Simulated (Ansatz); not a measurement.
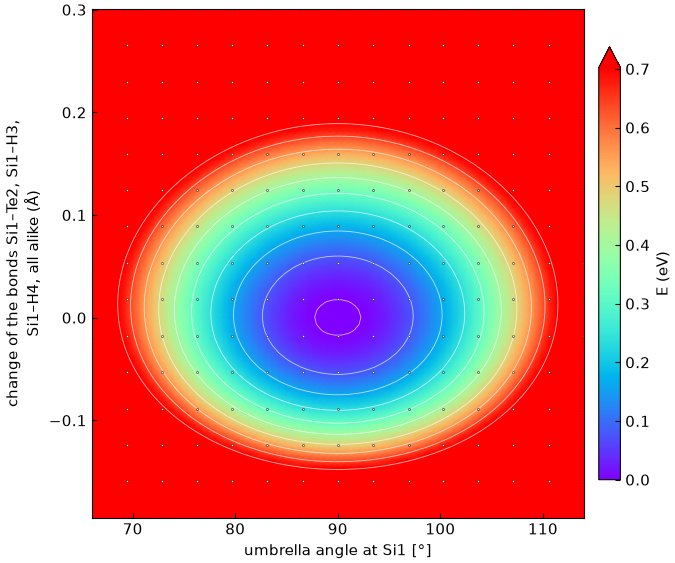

H3SiTe, SMILES [SiH2+][TeH], charge +1. 
- The first coordinate is: umbrella angle at Si1 (between each of its bonds and their common axis; 90 is planar); the second: change of the bonds Si1–Te2, Si1–H3, Si1–H4, all alike.
- Nothing is relaxed (all other coordinates rigid).
- The scan uses a 15 × 15 grid; 120 points were computed and 105 follow by symmetry.
- Points are written as (first, second).
- All energies are given in eV relative to the lowest grid point.
- Theory: RKS PBE0-D4/def2-TZVP in Ansatz 0.2.0.

In the figure: a smooth colour map with a few white contour lines, dots at the grid points, one colour for all values above the top of the scale. Between grid points the surface is interpolated.

**Where is the minimum, and how stiff is the well along each coordinate?**

The interpolated minimum is at the first coordinate ≈ 90.0°, the second coordinate ≈ 0.000 Å. The curvatures there are about 11 eV/rad² and 53 eV/Å², with a cross term of about 0 eV/(rad·Å). Round the minimum the two coordinates are nearly uncoupled.
